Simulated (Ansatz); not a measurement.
# How fast states decay through AsPbBrO2, part 2 of 4

A new crystal, AsPbBrO2: structure, gap and complex bands. It is built by putting As for Bi in the BiPbBrO2 structure of space group I4mm, with the volume rescaled by atomic radii. The parent structure comes from the Materials Project.

Ansatz 0.2.0; PBE DFT, plane waves, PAW files (the session's first sound run).

So far. Step 2 (Cell and atoms at rest): The largest force component on a free atom ends at 0.0065 eV/Å.

The structure was built from a prototype and need not be the compound's stable phase.

**3. The bulk crystal and its band edges**

The energy window and the wavevectors of the next steps follow from the band edges, so these are searched first, off the mesh as well.

Contents of input.yaml:

```yaml
crystal:
  lattice:
    - [-1.8928551836, 1.8928551836, 6.732096136]
    - [1.8928551836, -1.8928551836, 6.732096136]
    - [1.8928551836, 1.8928551836, -6.732096136]
  atoms:
    - { symbol: As, position: [0.3206988266, 0.3206988266, 0.0] }
    - { symbol: Pb, position: [0.6433640947, 0.6433640947, 0.0] }
    - { symbol: Br, position: [1.0087538889, 1.0087538889, 0.0] }
    - { symbol: O, position: [0.7635910949, 0.2635910949, 0.5] }
    - { symbol: O, position: [0.2635910949, 0.7635910949, 0.5] }
kpoints:
  mp_grid: { grid: [8, 8, 8] }
  band_path: { path: [VBM, CBM], npoints: 30 }
scf:
  occupations: { method: fixed }
hamiltonian:
  xc: pbe
output:
  eigenvalues: true
  write_potential: true
  write_density: true
  volumetric_format: npy
  elf: true
```

Run with:

```sh
> ansatz run input.yaml --threads 2 --pin off --max-ram 4096MiB --backend cpu --events-out ev --progress --plain --runs-dir out
```

Numbers of over 12 decimals in the logs are rounded to 6 here.

The program printed:

```text
[...]
Crystal: 5 atoms, lattice volume = 96.482 Å³
Basis set: ecut = 420 eV, 1883 PW (Γ), FFT grids on a1−a2, a2, a1+a3
Bands: 29, of which v1, the nominal top of the filled ones, is band 24 counted from 1 (23 counted from 0)
Symmetry: 8 space group operations
[...]
k-points: 59 of 512 (time reversal used)
[...]
SCF iter   1: F=—  HF=-20680.286766 eV  |F-HF|=—  |Δ(HF+E_count)|=         —  Δρ=2.92e-3  dr2=1.15e-2  ethr=1.77e-3  ⟨swp⟩=5.1  Hψ=6780  notcnv=0  defer=170
[...]
SCF iter   7: F=-20680.284446 eV  HF=-20680.284446 eV  |F-HF|=6.27e-8  |Δ(HF+E_count)|=   9.09e-7  Δρ=7.01e-6  dr2=5.13e-8  ethr=2.08e-10  ⟨swp⟩=8.3  Hψ=8062  notcnv=0
SCF 1 converged in 7 iterations: F = -20680.284446 eV  dr2 = 5.13e-8
[...]
NSCF: frozen V_eff on 30 k-points
[...]
SCF converged after 7 iterations
Free energy (F): -20680.284446 eV
[...]
Internal energy: -20680.284446 eV  (E = F + TS)
E sigma→0 (E₀):  -20680.284446 eV
Fermi energy:    6.939536 eV
[...]
--- Band table (eV; the first three rows and the last of 59) ---
  k-point 0: bands = [... 20 lower, 5.4308, 5.5236, 6.0331, 6.0331, 8.6894, 11.1562, 12.3631, 12.3631, ... 1 higher]
  k-point 1: bands = [... 20 lower, 5.5648, 5.7055, 5.8594, 6.6492, 8.5611, 11.4139, 11.8084, 12.4763, ... 1 higher]
  k-point 2: bands = [... 20 lower, 5.3701, 5.9296, 5.9414, 6.6667, 8.8443, 10.8966, 11.2530, 12.6685, ... 1 higher]
  k-point 58: bands = [... 20 lower, 5.4222, 6.1145, 6.1145, 6.4007, 7.8569, 11.4779, 11.7867, 11.7867, ... 1 higher]
```

Wall time 20 s (2 threads of Arm Neoverse V2, shared host); peak memory 0.42 GiB.

Reading the cycles: dr2 is the Hartree energy of the density residual (eV), the measure of convergence; HF is the Harris–Foulkes estimate of the energy, which meets the free energy F at convergence.

Numbers from this step:

| Property | Result |
| --- | --- |
| Fermi energy | 6.940 eV |
| gap on the k-mesh | 0.9174 eV |
| gap on path | 0.9041 eV, by band count; negative where bands overlap |
| direct gap on path | 1.301 eV |
| edge places on path | 0, 1.822 1/A along the path |

The electronic bands at the labelled points (eV, zero at the Fermi level (highest filled level under fixed occupations); v1 is the highest filled band, c1 the lowest empty one):

| point | v4 | v3 | v2 | v1 | c1 | c2 | c3 | c4 |
| --- | --- | --- | --- | --- | --- | --- | --- | --- |
| VBM | -2.16 | -0.89 | -0.59 | 0.01 | 2.51 | 4.04 | 5.19 | 5.66 |
| CBM | -1.52 | -0.82 | -0.82 | -0.54 | 0.92 | 4.54 | 4.85 | 4.85 |

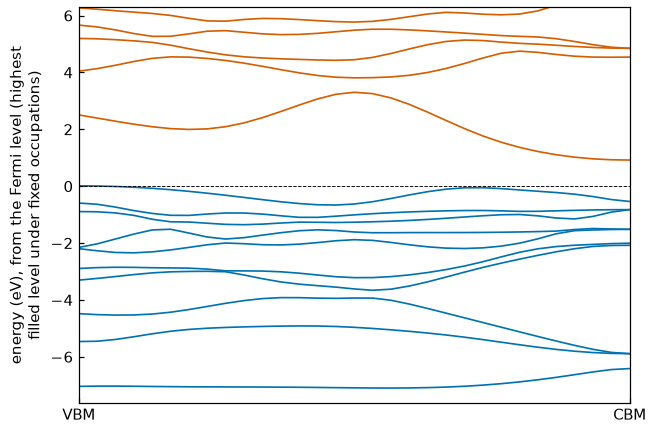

Electronic bands along the path; lines of filled and empty bands in two colours.

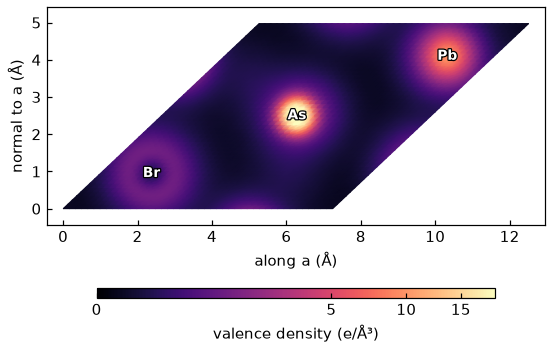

Valence density in the ab plane of the cell as run, not the conventional one, at fractional z = 1.000, with atoms of As and Pb and Br within 0.2 Å of it. It is the smooth field of the valence electrons, not physical close to the nuclei. The map starts off the cell's origin, so that atoms lie inside it. The colour scale is stretched toward low values.

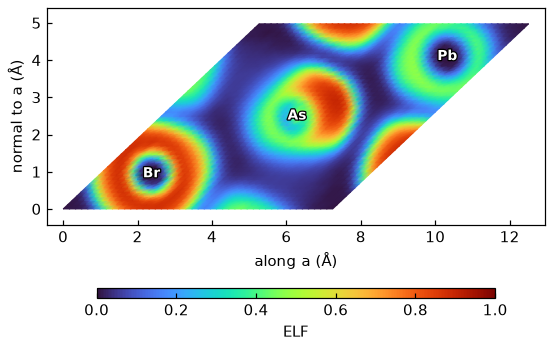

ELF in the ab plane of the cell as run, not the conventional one, at fractional z = 1.000, with atoms of As and Pb and Br within 0.2 Å of it. It is the smooth field of the valence electrons, not physical close to the nuclei. The map starts off the cell's origin, so that atoms lie inside it.

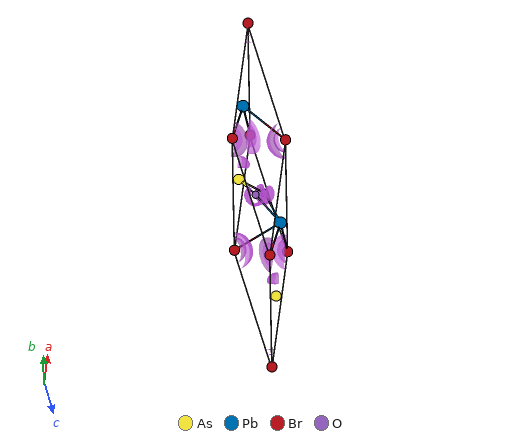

Surface of ELF = 0.82. Drawn on the cell as run, not the conventional one. Bonds to atoms that aren't drawn are left out.

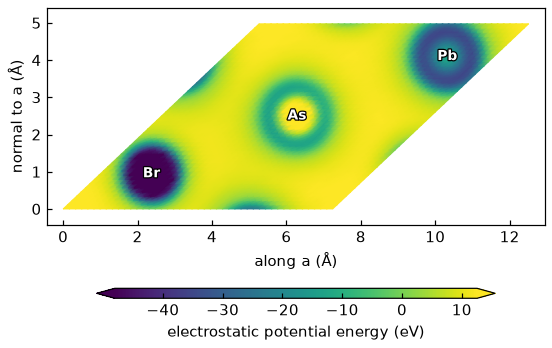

Electrostatic potential energy in the ab plane of the cell as run, not the conventional one, at fractional z = 1.000, with atoms of As and Pb and Br within 0.2 Å of it. With pseudopotentials it is smooth inside the atoms' cores, unlike the true potential. The map starts off the cell's origin, so that atoms lie inside it.

The searched edges give 0.904 eV, against 0.917 eV on the mesh.

**4. Decaying states in the gap, plane (110), k-mesh 8×8×8**

This step: PBE DFT, plane waves, PAW files; complex bands by layer matching along the plane's normal (Ansatz 0.2.0).

The same crystal is laid in a cell whose first two vectors span the (110) plane (indices of the standard conventional cell, whose axes can be ordered otherwise than in the bulk input). At fixed energy and wavevector in the plane the solver finds all kz, real and complex. A few wavevectors are listed, (0, 0) and (0, -0.5) in units of the plane's reciprocal vectors; the slowest state needn't be among them.

Contents of input.yaml:

```yaml
crystal:
  lattice:
    - [5.353802945, 0.0, 0.0]
    - [2.676901472, 6.732096136, 0.0]
    - [2.676901472, 0.0, 2.676901472]
  atoms:
    - { symbol: As, position: [0.6793011734, 0.6413976532, 0.0] }
    - { symbol: Pb, position: [0.3566359053, 0.2867281894, 0.0] }
    - { symbol: Br, position: [0.9912461111, 0.0175077778, 0.0] }
    - { symbol: O, position: [0.7364089051, 0.5271821898, 0.5] }
    - { symbol: O, position: [0.2364089051, 0.5271821898, 0.5] }
kpoints:
  mp_grid: { grid: [8, 8, 8] }
scf:
  occupations: { method: fixed }
hamiltonian:
  xc: pbe
output:
  eigenvalues: true
  transmission:
    leads: [[0, 0]]
    kpoints: [[0.0, 0.0], [0.0, -0.5]]
    e_range: [-1.0, 1.9]
    de: 0.06
```

The program printed:

```text
[...]
Crystal: 5 atoms, lattice volume = 96.482 Å³
Basis set: ecut = 420 eV, 1883 PW (Γ)
Bands: 29, of which v1, the nominal top of the filled ones, is band 24 counted from 1 (23 counted from 0)
Symmetry: 8 space group operations
[...]
k-points: 59 of 512 (time reversal used)
[...]
SCF iter   1: F=—  HF=-20680.286781 eV  |F-HF|=—  |Δ(HF+E_count)|=         —  Δρ=2.92e-3  dr2=1.15e-2  ethr=1.77e-3  ⟨swp⟩=5.1  Hψ=6776  notcnv=0  defer=171
[...]
SCF iter   7: F=-20680.284446 eV  HF=-20680.284446 eV  |F-HF|=6.29e-8  |Δ(HF+E_count)|=   8.99e-7  Δρ=7.05e-6  dr2=5.21e-8  ethr=2.08e-10  ⟨swp⟩=8.4  Hψ=8056  notcnv=0
SCF 1 converged in 7 iterations: F = -20680.284446 eV  dr2 = 5.21e-8
[...]
transmission: 5 of 10 steps passed
transmission: 10 of 10 steps passed
SCF converged after 7 iterations
Free energy (F): -20680.284446 eV
[...]
Internal energy: -20680.284446 eV  (E = F + TS)
E sigma→0 (E₀):  -20680.284446 eV
Fermi energy:    6.939536 eV
[...]
--- Band table (eV; the first three rows and the last of 59) ---
  k-point 0: bands = [... 20 lower, 5.4308, 5.5236, 6.0331, 6.0331, 8.6894, 11.1562, 12.3631, 12.3631, ... 1 higher]
  k-point 1: bands = [... 20 lower, 5.5648, 5.7055, 5.8594, 6.6492, 8.5611, 11.4139, 11.8084, 12.4763, ... 1 higher]
  k-point 2: bands = [... 20 lower, 5.3701, 5.9296, 5.9414, 6.6667, 8.8443, 10.8966, 11.2530, 12.6685, ... 1 higher]
  k-point 58: bands = [... 20 lower, 5.0465, 5.9897, 6.4034, 6.7682, 10.3203, 10.5091, 11.9519, 12.7279, ... 1 higher]
--- Transmission ---
  basis      : 315 plane waves across, 5 finite elements along
  points     : 2, as listed
  energies   : 49 from -1.000000 to 1.880000 eV about the Fermi level, 0.060000 eV apart; the leads are filled to 0.458694 eV, and channels, transmission and decay are at 0.440000 eV
  crystal 0  : As1Pb1Br1O2, at the sites [0, 0], period 2.6769 Å: whole cells are its period
    offset         : up to 0.0000 Å between an atom of the period and one for which it stands
    channels       : 0.000000e0 a spin
    conductance    : none, the energies end too early or step too widely for 300 K: set another output.transmission.e_range or a lower de, or, where they end at an eighth of basis.ecutwfc, a higher one
    slowest decay  : 0.1957 /Å at (0.0000, -0.5000)
```

Wall time 72 s (2 threads); peak memory 0.85 GiB; 2.1 min of CPU time.

This step gave:

```
level to which the leads are filled                       : 0.4587 eV from the Fermi level
decay constant at the filling level, zone centre          : 0.2087 Å⁻¹
decay constant at the filling level, slowest listed point : 0.1957 Å⁻¹
```

K parallel (0, 0); values up to 1.5 1/Å, a degenerate pair printed once or twice; energies at which all values exceed this have no row. Im kz of the slowest decaying states against energy, zero at the highest filled level on the SCF mesh:

```
energy (eV)  decay 1 (Å⁻¹)  decay 2 (Å⁻¹)  decay 3 (Å⁻¹)  decay 4 (Å⁻¹)
    -1.0000         0.0788          0.242          0.359          0.488
    -0.7600          0.171          0.233          0.274          0.438
    -0.5200          0.226          0.300          0.354          0.529
    -0.2200          0.149          0.260          0.325          0.437
     0.0200          0.113          0.216          0.273          0.340
     0.2600          0.182          0.249          0.281          0.351
     0.5000          0.215          0.267          0.286          0.358
     0.7400          0.229          0.275          0.288          0.363
     0.9800          0.227          0.277          0.285          0.363
     1.2200          0.208          0.271          0.277          0.360
     1.5200          0.128          0.255          0.260          0.348
     1.7600         0.0675          0.232          0.243          0.324
```

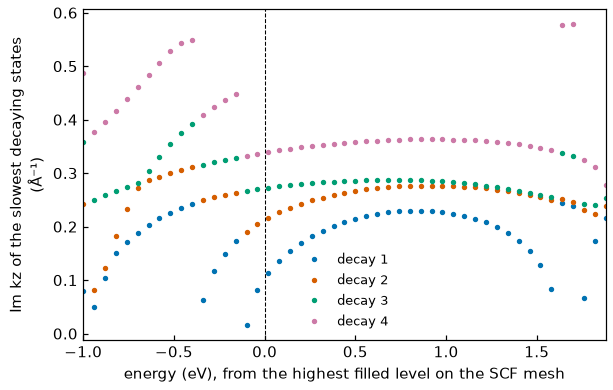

Im kz of the slowest decaying states against energy.

K parallel (0, -0.5); values up to 1.5 1/Å, a degenerate pair printed once or twice; energies at which all values exceed this have no row. Im kz of the slowest decaying states against energy, zero at the highest filled level on the SCF mesh:

| energy (eV) | decay 1 (Å⁻¹) | decay 2 (Å⁻¹) | decay 3 (Å⁻¹) | decay 4 (Å⁻¹) |
| --- | --- | --- | --- | --- |
| -1.0000 | 0.105 | 0.225 | 0.270 | 0.367 |
| -0.7600 | 0.041 | 0.134 | 0.167 | 0.270 |
| -0.5200 | 0.186 | 0.271 | 0.298 | 0.318 |
| -0.2200 | 0.162 | 0.162 | 0.320 | 0.338 |
| 0.0200 | 0.111 | 0.189 | 0.237 | 0.329 |
| 0.2600 | 0.171 | 0.225 | 0.276 | 0.333 |
| 0.5000 | 0.202 | 0.239 | 0.299 | 0.333 |
| 0.7400 | 0.223 | 0.233 | 0.315 | 0.328 |
| 0.9800 | 0.238 | 0.318 | 0.320 | 0.325 |
| 1.2200 | 0.255 | 0.304 | 0.330 | 0.356 |
| 1.5200 | 0.278 | 0.286 | 0.332 | 0.379 |
| 1.7600 | 0.249 | 0.313 | 0.329 | 0.389 |

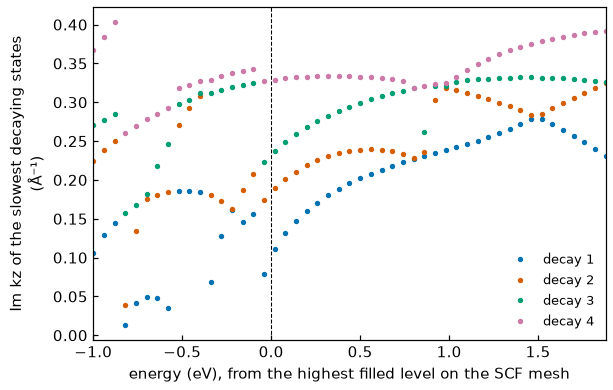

Im kz of the slowest decaying states against energy.

K parallel (0, -0.5). Re kz of states that move upwards against energy, zero at the highest filled level on the SCF mesh:

```
energy (eV)  channel 1 (Å⁻¹)  channel 2 (Å⁻¹)  channel 3 (Å⁻¹)  channel 4 (Å⁻¹)
    -1.0000           -0.782           -0.248          -0.0984            0.554
    -0.7600           -0.731            0.778                -                -
    -0.5200           -0.676           0.0272            0.967                -
    -0.2200           -0.582            0.203                -                -
     0.0200                -                -                -                -
     0.2600                -                -                -                -
     0.5000                -                -                -                -
     0.7400                -                -                -                -
     0.9800            0.158                -                -                -
     1.2200            0.323                -                -                -
     1.5200            0.456                -                -                -
     1.7600            0.532                -                -                -
```

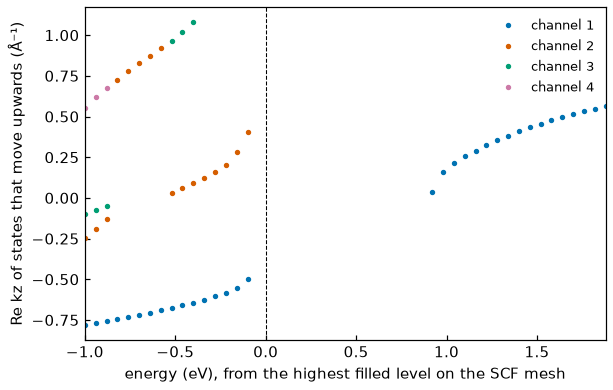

Re kz of states that move upwards against energy.

At the listed wavevectors the last open channel is at -0.10 eV and the next at +0.92 eV on the grid. At +0.44 eV, the grid energy nearest the filling level (the middle of the gap on the SCF mesh), the slowest state at the listed wavevectors decays with κ = 0.196 Å⁻¹, its amplitude falling by e over 5.1 Å. Through 1 nm of this crystal that state's transmission falls by exp(−2 × 0.196 Å⁻¹ × 10 Å) = 0.020.

**5. Decay over the two-dimensional zone**

The listed points could miss the slowest state, so one energy near mid-gap is solved on a mesh of 8×4.

Changes to input.yaml since step 4:

```diff
@@ -19,6 +19,2 @@
   eigenvalues: true
-  transmission:
-    leads: [[0, 0]]
-    kpoints: [[0.0, 0.0], [0.0, -0.5]]
-    e_range: [-1.0, 1.9]
-    de: 0.06
+  transmission: { leads: [[0, 0]], kmesh: [8, 4], e_range: [0.45, 0.46], de: 0.05 }
```

The program printed:

```text
[...]
Crystal: 5 atoms, lattice volume = 96.482 Å³
Basis set: ecut = 420 eV, 1883 PW (Γ)
Bands: 29, of which v1, the nominal top of the filled ones, is band 24 counted from 1 (23 counted from 0)
Symmetry: 8 space group operations
[...]
k-points: 59 of 512 (time reversal used)
[...]
SCF iter   1: F=—  HF=-20680.286781 eV  |F-HF|=—  |Δ(HF+E_count)|=         —  Δρ=2.92e-3  dr2=1.15e-2  ethr=1.77e-3  ⟨swp⟩=5.1  Hψ=6776  notcnv=0  defer=171
[...]
SCF iter   7: F=-20680.284446 eV  HF=-20680.284446 eV  |F-HF|=6.29e-8  |Δ(HF+E_count)|=   8.99e-7  Δρ=7.05e-6  dr2=5.21e-8  ethr=2.08e-10  ⟨swp⟩=8.4  Hψ=8056  notcnv=0
SCF 1 converged in 7 iterations: F = -20680.284446 eV  dr2 = 5.21e-8
[...]
transmission: 16 of 72 steps passed
transmission: 32 of 72 steps passed
[...]
transmission: 72 of 72 steps passed
SCF converged after 7 iterations
Free energy (F): -20680.284446 eV
[...]
Internal energy: -20680.284446 eV  (E = F + TS)
E sigma→0 (E₀):  -20680.284446 eV
Fermi energy:    6.939536 eV
[...]
--- Band table (eV; the first three rows and the last of 59) ---
  k-point 0: bands = [... 20 lower, 5.4308, 5.5236, 6.0331, 6.0331, 8.6894, 11.1562, 12.3631, 12.3631, ... 1 higher]
  k-point 1: bands = [... 20 lower, 5.5648, 5.7055, 5.8594, 6.6492, 8.5611, 11.4139, 11.8084, 12.4763, ... 1 higher]
  k-point 2: bands = [... 20 lower, 5.3701, 5.9296, 5.9414, 6.6667, 8.8443, 10.8966, 11.2530, 12.6685, ... 1 higher]
  k-point 58: bands = [... 20 lower, 5.0465, 5.9897, 6.4034, 6.7682, 10.3203, 10.5091, 11.9519, 12.7279, ... 1 higher]
--- Transmission ---
  basis      : 315 plane waves across, 4 finite elements along
  points     : 18, standing for a mesh of 8 x 4
  energies   : 1 from 0.450000 to 0.450000 eV about the Fermi level; the leads are filled to 0.458694 eV, and channels, transmission and decay are at 0.450000 eV
[...]
channels       : 0.000000e0 a spin
    conductance    : none, crystal 0 has no channel at the energies, or these end too early or step too widely for 300 K: set another output.transmission.e_range or a lower de, or, where they end at an eighth of basis.ecutwfc, a higher one
    slowest decay  : 0.1968 /Å at (0.0000, 0.5000)
```

Run time: 45 s. Hardware: 2 threads; peak memory 0.95 GiB.

Numbers from this step:

```
least decay constant on the mesh : 0.1968 Å⁻¹
```

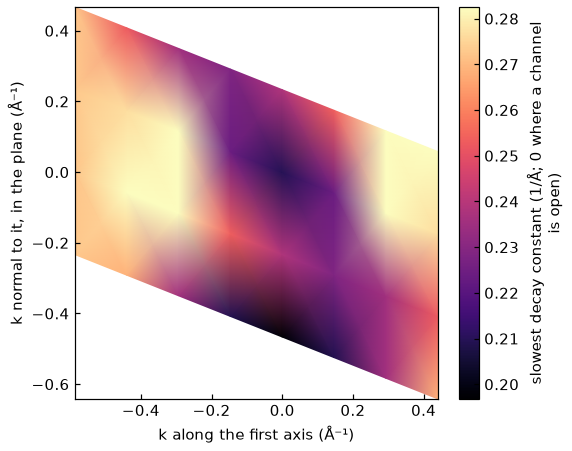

Slowest decay constant (1/Å; 0 where a channel is open) over k1 and k2. At 0.4500 eV from the Fermi level.

The least value on the mesh is 0.197 Å⁻¹ at +0.45 eV. At that energy the listed points give about 0.197 Å⁻¹ by interpolation, so the mesh holds no clearly slower state.

[end of part 2 of 4]

[Logs are printed without paths, hosts, clocks, repeated set-up lines and the standing remarks that a program may print on its own settings, such as how far it seeks lower states.]

[Hosts, paths, dates, database ids (printed as entryN), source tags and the programs' standing remarks are cut or masked in the printed files.]

[New means built here by substitution; the compound itself may be known and measured.]
